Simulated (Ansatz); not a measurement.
# Calculations on H$_{3}$CCl

### Relaxation

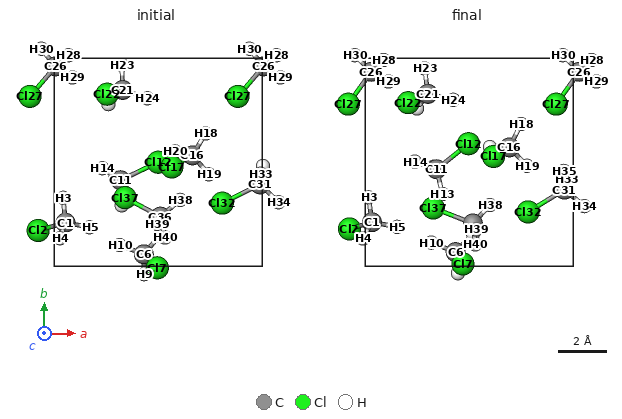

The structure of an amorphous cell of composition H$_{3}$CCl before (left) and after (right) a relaxation, at one scale.

Style: ball-and-stick. Shown: the cell of the calculation (origin shifted), along the c axis.

The cell holds 8 CH3Cl. The run prepares the start of a later molecular dynamics calculation, from a guessed geometry.

Computed with DFT PBE, scalar-relativistic, plane waves, PAW (Ansatz 0.2.0). (plane-wave cutoff 420 eV; k-point mesh 1 × 1 × 1; occupations fermi dirac; smearing width 0.05 eV; no spin polarisation; atoms relaxed in a fixed cell; force threshold 0.3 eV/Å; at most 15 steps)

Question: Describe what moved and what it gained.

Answer: The energy falls by 26.9 meV per atom in 5 accepted moves (6 points after the start). The largest force component goes from 0.65 to 0.23 eV/Å. 1 step only repeated the SCF at the same geometry. A Cl atom moves most: 0.80 Å along [0 3 1]. By element the largest moves are Cl 0.80 Å, H 0.63 Å, C 0.51 Å. The cell doesn't change. Among the contacts that change: C–Cl 1.777 → 1.792 Å, C–H 1.088 → 1.096 Å. The run took 30 s on 1 thread of Arm Neoverse V2, on a shared host, peak memory 0.55 GiB.

### Dynamics

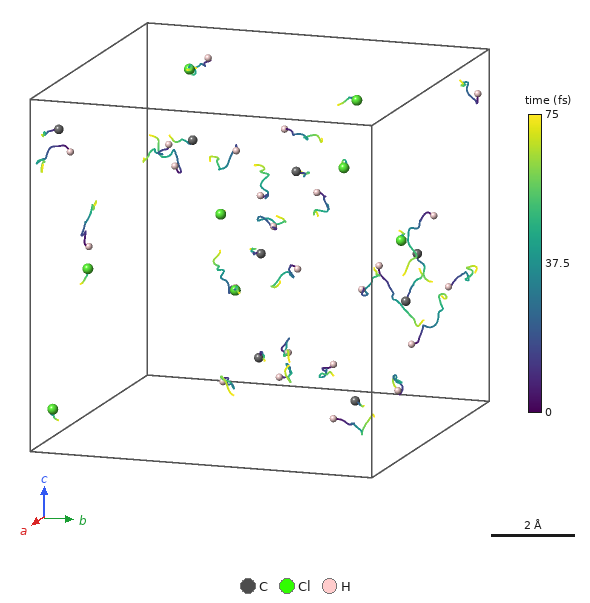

Molecular dynamics of a periodic cell with 8 CH3Cl at 1.012 g/cm³, 75 fs long. Lines trace each atom's path, coloured by time; spheres stand at the starting positions. Seen slightly off an axis in the simulation cell.

The calculation used Ansatz, DFT PBE, scalar-relativistic, plane waves, PAW. Run with plane-wave cutoff 420 eV; k-point mesh 1 × 1 × 1; Fermi-Dirac smearing 0.05 eV; Langevin thermostat (NVT); set temperature 1000 K; time step 0.5 fs; H given the mass 2.014 u; friction 0.02 per fs.

**What do the traces tell about the motion?**

Root-mean-square distances from the starting positions over the second half, with the common drift of all atoms taken out: H 0.83 Å, C 0.47 Å, Cl 0.28 Å. The heavy atoms stay within a fraction of a molecule's size of their starting places, while the hydrogen atoms travel further, as molecules turn; so short a run doesn't tell a liquid from a solid.

Limits of the set-up: masses were changed (H 2.014 u), which shifts the vibrations.

### Energy conservation

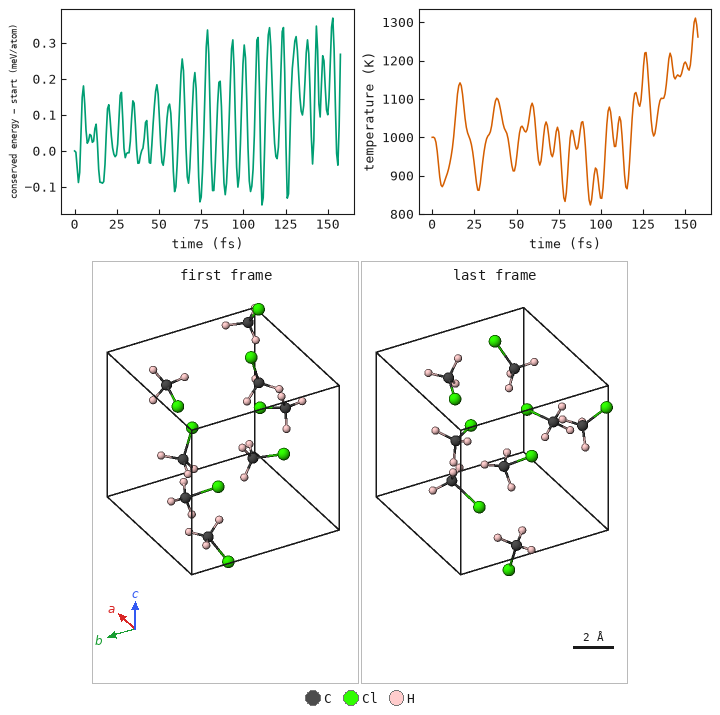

Molecular dynamics of a periodic cell with 8 CH3Cl at 1.012 g/cm³, 158 fs long. It starts from the last geometry of an earlier run, with fresh velocities. The picture is a ball-and-stick view of the simulation cell, seen from a free direction.

Method: Ansatz, DFT PBE, scalar-relativistic, plane waves, PAW. Settings: plane-wave cutoff 420 eV; k-point mesh 1 × 1 × 1; Fermi-Dirac smearing 0.05 eV; Nosé-Hoover thermostat (NVT); set temperature 1000 K; time step 0.75 fs; H given the mass 2.014 u; thermostat time 50.0 fs.

### Check the integration.

The conserved quantity stays between −0.15 and 0.37 meV per atom of its start. A straight-line fit has a slope that amounts to +0.17 meV per atom over 158 fs (0.1 % of the mean kinetic energy), and the ripple about it is 0.9 % of the kinetic energy's fluctuation. With a drift under 2 % and a ripple under 7 %, the integration is accurate. The mean temperature in the second half is 1051 K (standard deviation 122 K). The potential energy in the second half lies on average 26.5 meV per atom above the first frame.

Limits of the set-up: masses were changed (H 2.014 u), which shifts the vibrations.
